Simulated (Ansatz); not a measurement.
# Run report: C2H10N2SSi, nudged elastic band

The run: nudged elastic band of C2H10N2SSi, SMILES CC(N)(S)[SiH2]N. Method and program: RKS PBE/def2-SVP (Ansatz 0.2.0).

It belongs to a series of runs on one base structure; here: band between the two ends. Figures and captions count atoms from 1; the log counts them from 0 in places.

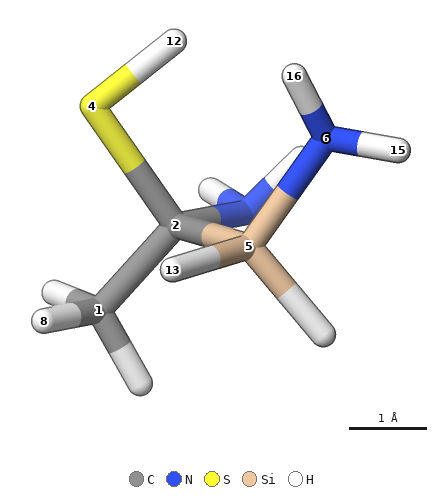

**Figure 1.** The starting structure (stick view, seen at a tilt; atoms are numbered from 1 in the order of the input).

### Input file
```yaml
crystal:
  periodic: [false, false, false]
  atoms:
    - { symbol: C, position_ang: [-0.278203, -1.845285, -0.802953] }
    - { symbol: C, position_ang: [0.215743, -0.606553, -0.057554] }
    - { symbol: "N", position_ang: [0.454003, -0.88591, 1.322181] }
    - { symbol: S, position_ang: [1.784458, -0.026483, -1.049507] }
    - { symbol: Si, position_ang: [-0.968262, 0.890415, -0.213587] }
    - { symbol: "N", position_ang: [-0.189643, 2.248648, 0.587052] }
    - { symbol: H, position_ang: [0.470091, -2.665723, -0.746193] }
    - { symbol: H, position_ang: [-0.4654, -1.632599, -1.874749] }
    - { symbol: H, position_ang: [-1.218565, -2.208906, -0.340298] }
    - { symbol: H, position_ang: [0.720556, -0.035503, 1.835114] }
    - { symbol: H, position_ang: [1.192137, -1.591432, 1.454318] }
    - { symbol: H, position_ang: [2.127803, 0.920537, -0.130814] }
    - { symbol: H, position_ang: [-1.29733, 1.077861, -1.673055] }
    - { symbol: H, position_ang: [-2.244842, 0.659793, 0.557731] }
    - { symbol: H, position_ang: [-0.795782, 2.866599, 1.133366] }
    - { symbol: H, position_ang: [0.470435, 2.811741, 0.043247] }
basis:
  gaussian: { orbitals: def2-SVP }
hamiltonian:
  xc: pbe
neb:
  order_check: false
  images: 7
  f_tol: 0.03
  max_iterations: 60
  initial_path: idpp
  final_atoms:
    - { symbol: C, position_ang: [-0.28068114, -1.84012778, -0.81086645] }
    - { symbol: C, position_ang: [0.22929152, -0.59866193, -0.080434] }
    - { symbol: "N", position_ang: [0.57417153, -0.89346852, 1.27369579] }
    - { symbol: S, position_ang: [1.70359892, 0.04576021, -1.1704405] }
    - { symbol: Si, position_ang: [-1.00822737, 0.86209734, -0.12628257] }
    - { symbol: "N", position_ang: [-0.21271535, 2.23545567, 0.63126825] }
    - { symbol: H, position_ang: [-1.17155366, -2.24133845, -0.28570892] }
    - { symbol: H, position_ang: [0.49484847, -2.63676941, -0.82607222] }
    - { symbol: H, position_ang: [-0.55484824, -1.61566205, -1.86125429] }
    - { symbol: H, position_ang: [0.85380646, -0.04384501, 1.78108106] }
    - { symbol: H, position_ang: [1.3413735, -1.57716507, 1.33837799] }
    - { symbol: H, position_ang: [2.0849001, 0.98798499, -0.26177293] }
    - { symbol: H, position_ang: [-1.45196696, 1.05458025, -1.55448128] }
    - { symbol: H, position_ang: [-2.21642014, 0.58374174, 0.73411371] }
    - { symbol: H, position_ang: [-0.79811121, 2.83514592, 1.21941692] }
    - { symbol: H, position_ang: [0.38973256, 2.81947211, 0.04365842] }
```

Launch command:
```bash
ansatz run input.yaml --threads 2 --pin off --max-ram 3072MiB --backend cpu --events-out ev --progress --plain --runs-dir out
```

### What the program printed
```
Engine: ansatz 0.2.0, x86_64-unknown-linux-gnu
Functional definition: PBE
  parameter kappa = 0.804
  parameter beta = 0.06672455060314922
  exchange = pbe_x(kappa = kappa, mu = beta*pi^2/3)
  correlation = pbe_c(beta = beta)
1641 factors; their error is unknown
mean field evaluation 1: about -23888.5956 eV, gradient 8.8e1 eV
mean field evaluation 2: about -23825.5875 eV, gradient 1.7e2 eV
mean field evaluation 4: about -23904.9233 eV, gradient 1.6e1 eV
mean field evaluation 8: about -23905.6057 eV, gradient 1.7e-1 eV
mean field evaluation 16: about -23905.5025 eV, gradient 5.6e-4 eV
mean field -23905.50250376 eV, -878.5110132815 hartree, gradient 4.7e-5 eV, S^2 0.000000; 0 other end points of the search recorded, 0 dependent functions left out
the calculation of the forces begins
reference -23905.50254364 eV, -878.5110147471 hartree; 33, 33 occupied and 109, 109 virtual orbitals, 1641 factors
1641 factors; their error is unknown
mean field evaluation 32: about -23905.5024 eV, gradient 3.1e-1 eV
mean field -23905.50254380 eV, -878.5110147530 hartree, gradient 4.5e-5 eV, S^2 0.000000; 0 other end points of the search recorded, 0 dependent functions left out
[... from here on the field's lines of each further geometry are left out, up to the last ...]
NEB iter   1: max|band force component| = 8.786e-1 eV/Å  barrier→ = 0.2107 eV  barrier← = 0.2107 eV  Δτ_max = 0.0723 Å  (279 SCF iters)
NEB iter   2: max|band force component| = 5.219e-1 eV/Å  barrier→ = 0.1713 eV  barrier← = 0.1713 eV  Δτ_max = 0.0655 Å  (217 SCF iters)
NEB iter   3: max|band force component| = 1.661e-1 eV/Å  barrier→ = 0.1673 eV  barrier← = 0.1673 eV  CI = image 4  Δτ_max = 0.0377 Å  (215 SCF iters)
NEB iter   4: max|band force component| = 9.049e-2 eV/Å  barrier→ = 0.1612 eV  barrier← = 0.1613 eV  CI = image 4  Δτ_max = 0.0053 Å  (211 SCF iters)
NEB iter   5: max|band force component| = 7.098e-2 eV/Å  barrier→ = 0.1609 eV  barrier← = 0.1610 eV  CI = image 4  Δτ_max = 0.0145 Å  (166 SCF iters)
the calculation of the forces begins
reference -23905.47948832 eV, -878.5101674798 hartree; 33, 33 occupied and 109, 109 virtual orbitals, 1641 factors
1641 factors; their error is unknown
mean field evaluation 576: about -23905.3418 eV, gradient 3.2e-1 eV
mean field -23905.34202438 eV, -878.5051157732 hartree, gradient 2.6e-5 eV, S^2 0.000000; 1 other end points of the search recorded, 0 dependent functions left out
the calculation of the forces begins
reference -23905.34206455 eV, -878.5051172495 hartree; 33, 33 occupied and 109, 109 virtual orbitals, 1641 factors
NEB iter   6: max|band force component| = 2.677e-2 eV/Å  barrier→ = 0.1605 eV  barrier← = 0.1605 eV  CI = image 4  Δτ_max = 0.0000 Å  (436 SCF iters)
```

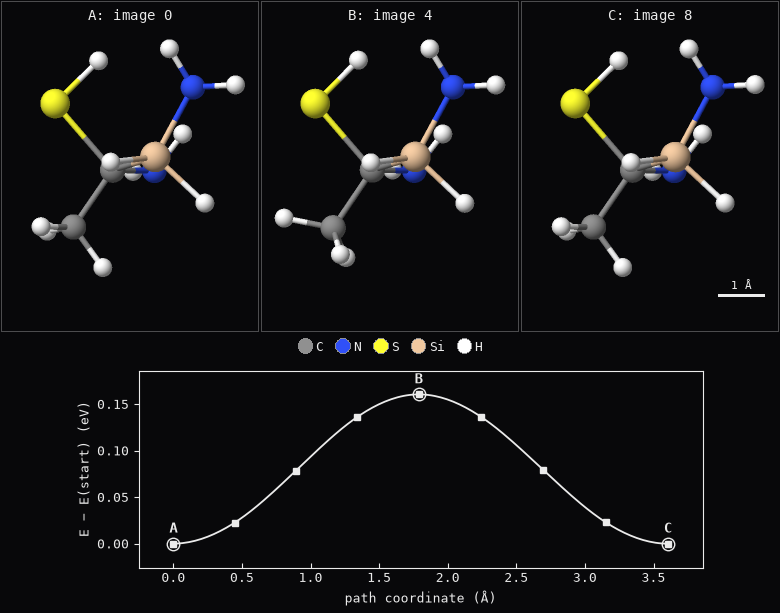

**Figure 2.** Images of the last band (counted from 0; ball-and-stick, seen at a tilt) above the energy along the path; the line is a cubic interpolation that uses the forces. The highest image is number 4, 0.160 eV above the start and 0.161 eV above the end (the climbing image); start and end have the same energy. The path is 3.60 Å long. The band converged in 6 iterations.

```
Total energy: -23905.34206455 eV, -878.5051172495 hartree
Atom 0 at    -0.244178    -1.826757    -0.880919 Å, force     0.000178     0.018917     0.024292 eV/Å
Atom 1 at     0.274457    -0.573335    -0.135790 Å, force     0.003818    -0.015459    -0.019568 eV/Å
Atom 2 at     0.786604    -0.896026     1.161101 Å, force    -0.018383    -0.006064     0.011908 eV/Å
Atom 3 at     1.575417     0.224592    -1.330615 Å, force     0.014665     0.007026    -0.003450 eV/Å
Atom 4 at    -1.061990     0.784793     0.029214 Å, force    -0.026151     0.009787     0.006290 eV/Å
Atom 5 at    -0.311333     2.191715     0.768725 Å, force     0.002617    -0.007024    -0.007913 eV/Å
Atom 6 at    -0.092463    -2.718323    -0.241842 Å, force     0.008902    -0.003218     0.001867 eV/Å
Atom 7 at     0.275757    -1.998223    -1.843884 Å, force     0.000379    -0.007543    -0.007022 eV/Å
Atom 8 at    -1.331405    -1.768254    -1.099639 Å, force    -0.009039     0.001997    -0.008769 eV/Å
Atom 9 at     1.038623    -0.044200     1.680153 Å, force     0.008915    -0.005544     0.000234 eV/Å
Atom 10 at     1.620410    -1.497938     1.107338 Å, force     0.009556     0.003195     0.003812 eV/Å
Atom 11 at     1.965516     1.182647    -0.441270 Å, force     0.000085     0.001517    -0.004055 eV/Å
Atom 12 at    -1.671468     0.994665    -1.333938 Å, force     0.001572     0.003452     0.001149 eV/Å
Atom 13 at    -2.145114     0.361198     0.991220 Å, force     0.003113     0.001544    -0.000495 eV/Å
Atom 14 at    -0.869217     2.702520     1.458269 Å, force     0.000427    -0.003064     0.001952 eV/Å
Atom 15 at     0.167583     2.858125     0.156175 Å, force    -0.000654     0.000480    -0.000233 eV/Å
Dipole moment:     0.038392     0.251394     0.263378 e Å
this run last wrote the band of iteration 6 to [file]
```

### The last band as extended XYZ (Å, eV, eV/Å)
```
16
Properties=species:S:1:pos:R:3:forces:R:3 image=0 energy=-23905.50250
C    -0.2782   -1.8453   -0.8030   -0.0053  -0.0030  -0.0034
C     0.2157   -0.6066   -0.0576    0.0099   0.0016   0.0015
N     0.4540   -0.8859    1.3222   -0.0041  -0.0021  -0.0007
S     1.7845   -0.0265   -1.0495   -0.0036   0.0033   0.0052
Si   -0.9683    0.8904   -0.2136    0.0037   0.0026   0.0011
N    -0.1896    2.2486    0.5871   -0.0087  -0.0077   0.0033
H     0.4701   -2.6657   -0.7462    0.0003   0.0002  -0.0006
H    -0.4654   -1.6326   -1.8747   -0.0001  -0.0003   0.0023
H    -1.2186   -2.2089   -0.3403    0.0016   0.0009   0.0004
H     0.7206   -0.0355    1.8351    0.0018  -0.0002  -0.0010
H     1.1921   -1.5914    1.4543    0.0002   0.0015   0.0001
H     2.1278    0.9205   -0.1308    0.0014  -0.0018  -0.0019
H    -1.2973    1.0779   -1.6731   -0.0013   0.0013   0.0011
H    -2.2448    0.6598    0.5577    0.0015   0.0016  -0.0019
H    -0.7958    2.8666    1.1334    0.0004   0.0022  -0.0001
H     0.4704    2.8117    0.0432    0.0022  -0.0001  -0.0054
16
Properties=species:S:1:pos:R:3:forces:R:3 image=1 energy=-23905.47989
C    -0.2665   -1.8390   -0.8224   -0.0037   0.0010   0.0041
C     0.2389   -0.5973   -0.0840    0.0027  -0.0123  -0.0010
N     0.5268   -0.8871    1.2852   -0.0217  -0.0035   0.0012
S     1.7598    0.0185   -1.1188    0.0104   0.0036   0.0061
Si   -0.9914    0.8670   -0.1593   -0.0083   0.0068  -0.0067
N    -0.2202    2.2367    0.6287    0.0019  -0.0012  -0.0033
H     0.3712   -2.7194   -0.5933    0.0420   0.0084  -0.0348
H    -0.2619   -1.6941   -1.9207   -0.0491   0.0251  -0.0042
H    -1.3009   -2.0852   -0.5048    0.0103  -0.0295   0.0423
H     0.7928   -0.0361    1.7978    0.0007  -0.0001   0.0047
H     1.2876   -1.5745    1.3804   -0.0019  -0.0017   0.0094
H     2.0993    0.9862   -0.2201    0.0044  -0.0048   0.0050
H    -1.4058    1.0764   -1.5934    0.0098   0.0021  -0.0065
H    -2.2147    0.5697    0.6730   -0.0025   0.0065  -0.0101
H    -0.8139    2.8097    1.2345    0.0003   0.0006  -0.0040
H     0.3762    2.8458    0.0615    0.0046  -0.0011  -0.0022
16
Properties=species:S:1:pos:R:3:forces:R:3 image=3 energy=-23905.36623
C    -0.2516   -1.8314   -0.8631   -0.0015   0.0155   0.0232
C     0.2667   -0.5803   -0.1210    0.0066  -0.0174  -0.0177
N     0.6974   -0.8943    1.2066   -0.0321  -0.0092   0.0122
S     1.6533    0.1515   -1.2603    0.0262   0.0042   0.0047
Si   -1.0386    0.8147   -0.0353   -0.0232   0.0121  -0.0023
N    -0.2822    2.2100    0.7206    0.0035  -0.0055  -0.0099
H     0.0785   -2.7480   -0.3352    0.0581  -0.0088  -0.0236
H     0.1116   -1.8857   -1.9074   -0.0429   0.0270  -0.0287
H    -1.3612   -1.8635   -0.8953   -0.0155  -0.0242   0.0432
H     0.9523   -0.0425    1.7239    0.0011  -0.0011   0.0053
H     1.5118   -1.5248    1.2047    0.0006   0.0004   0.0119
H     2.0177    1.1201   -0.3717    0.0068  -0.0031   0.0009
H    -1.5913    1.0276   -1.4217    0.0072   0.0059  -0.0062
H    -2.1663    0.4249    0.8893    0.0024   0.0044  -0.0089
H    -0.8526    2.7362    1.3880    0.0009  -0.0026  -0.0015
H     0.2317    2.8629    0.1222    0.0018   0.0024  -0.0027
16
Properties=species:S:1:pos:R:3:forces:R:3 image=4 energy=-23905.34202
C    -0.2442   -1.8268   -0.8809    0.0002   0.0189   0.0243
C     0.2745   -0.5733   -0.1358    0.0038  -0.0155  -0.0196
N     0.7866   -0.8960    1.1611   -0.0184  -0.0061   0.0119
S     1.5754    0.2246   -1.3306    0.0147   0.0070  -0.0034
Si   -1.0620    0.7848    0.0292   -0.0262   0.0098   0.0063
N    -0.3113    2.1917    0.7687    0.0026  -0.0070  -0.0079
H    -0.0925   -2.7183   -0.2418    0.0089  -0.0032   0.0019
H     0.2758   -1.9982   -1.8439    0.0004  -0.0075  -0.0070
H    -1.3314   -1.7683   -1.0996   -0.0090   0.0020  -0.0088
H     1.0386   -0.0442    1.6802    0.0089  -0.0055   0.0002
H     1.6204   -1.4979    1.1073    0.0096   0.0032   0.0038
H     1.9655    1.1826   -0.4413    0.0001   0.0015  -0.0041
H    -1.6715    0.9947   -1.3339    0.0016   0.0035   0.0011
H    -2.1451    0.3612    0.9912    0.0031   0.0015  -0.0005
H    -0.8692    2.7025    1.4583    0.0004  -0.0031   0.0020
H     0.1676    2.8581    0.1562   -0.0007   0.0005  -0.0002
16
Properties=species:S:1:pos:R:3:forces:R:3 image=5 energy=-23905.36608
C    -0.2335   -1.8196   -0.8967   -0.0010   0.0119   0.0137
C     0.2783   -0.5669   -0.1516    0.0046  -0.0016  -0.0271
N     0.8710   -0.8944    1.1084   -0.0029  -0.0071   0.0147
S     1.4865    0.2996   -1.3994   -0.0038   0.0064  -0.0043
Si   -1.0857    0.7527    0.0935   -0.0171   0.0025   0.0142
N    -0.3361    2.1675    0.8190   -0.0005  -0.0072  -0.0036
H    -0.2719   -2.6641   -0.1818   -0.0455   0.0096   0.0216
H     0.4240   -2.1107   -1.7409    0.0375  -0.0371   0.0260
H    -1.2558   -1.6835   -1.3070    0.0096   0.0238  -0.0540
H     1.1243   -0.0441    1.6291    0.0148  -0.0027  -0.0056
H     1.7163   -1.4728    1.0046    0.0140   0.0036  -0.0095
H     1.9044    1.2411   -0.5051   -0.0059   0.0058  -0.0090
H    -1.7510    0.9637   -1.2433   -0.0044  -0.0018   0.0074
H    -2.1218    0.2984    1.0923    0.0025  -0.0018   0.0079
H    -0.8801    2.6642    1.5296    0.0011  -0.0026   0.0046
H     0.1084    2.8460    0.1936   -0.0030  -0.0019   0.0030
16
Properties=species:S:1:pos:R:3:forces:R:3 image=7 energy=-23905.47945
C    -0.2091   -1.7961   -0.9288    0.0010   0.0027   0.0026
C     0.2848   -0.5466   -0.1948   -0.0005  -0.0003  -0.0057
N     1.0115   -0.8794    0.9888    0.0034   0.0014  -0.0019
S     1.3139    0.4318   -1.5235   -0.0073   0.0039  -0.0055
Si   -1.1224    0.6855    0.2175   -0.0025   0.0009   0.0066
N    -0.3739    2.1112    0.9235   -0.0026  -0.0044   0.0010
H    -0.6395   -2.4997   -0.1884   -0.0484   0.0203   0.0001
H     0.6234   -2.3135   -1.4528    0.0185  -0.0289   0.0422
H    -0.9838   -1.5568   -1.6852    0.0338   0.0123  -0.0410
H     1.2774   -0.0351    1.5122    0.0080   0.0006  -0.0057
H     1.8647   -1.4189    0.7866    0.0046   0.0017  -0.0093
H     1.7790    1.3466   -0.6258   -0.0043   0.0021  -0.0069
H    -1.9154    0.9055   -1.0463   -0.0077  -0.0028   0.0083
H    -2.0402    0.1530    1.2904    0.0051  -0.0049   0.0092
H    -0.8814    2.5658    1.6875    0.0023  -0.0028   0.0044
H    -0.0118    2.8240    0.2833   -0.0032  -0.0016   0.0015
16
Properties=species:S:1:pos:R:3:forces:R:3 image=8 energy=-23905.50254
C    -0.2276   -1.8120   -0.8869    0.0005  -0.0001   0.0001
C     0.2663   -0.5695   -0.1472   -0.0006  -0.0025   0.0046
N     0.8086   -0.9031    1.1311    0.0039   0.0046  -0.0023
S     1.5258    0.2657   -1.3691    0.0021   0.0020  -0.0009
Si   -1.0860    0.7710    0.0570    0.0028   0.0045   0.0012
N    -0.3178    2.1696    0.7964   -0.0077   0.0027  -0.0027
H    -1.0051   -2.3212   -0.2815    0.0000  -0.0001  -0.0008
H     0.6041   -2.5316   -1.0507   -0.0002   0.0000   0.0004
H    -0.6545   -1.5580   -1.8780    0.0002   0.0001   0.0003
H     1.0790   -0.0596    1.6535   -0.0028  -0.0010  -0.0005
H     1.6329   -1.5155    1.0548   -0.0015  -0.0014   0.0002
H     1.9411    1.1892   -0.4562   -0.0010  -0.0027  -0.0016
H    -1.7270    0.9977   -1.2889   -0.0002   0.0004  -0.0008
H    -2.1436    0.3367    1.0421    0.0018   0.0012   0.0003
H    -0.8701    2.6804    1.4909    0.0045  -0.0030  -0.0016
H     0.1512    2.8373    0.1771   -0.0018  -0.0048   0.0040
```

### Summary

| quantity | value |
| --- | --- |
| outcome | converged |
| barrier, forward | 0.161 eV |
| barrier, backward | 0.161 eV |
| hardware | 2 threads of AMD EPYC (Zen 3), 24 GiB of memory available, shared host |
| wall time | 2.3 min (CPU time 4.4 min) |
| peak memory | 0.22 GiB |

The order of the saddle point was not checked.
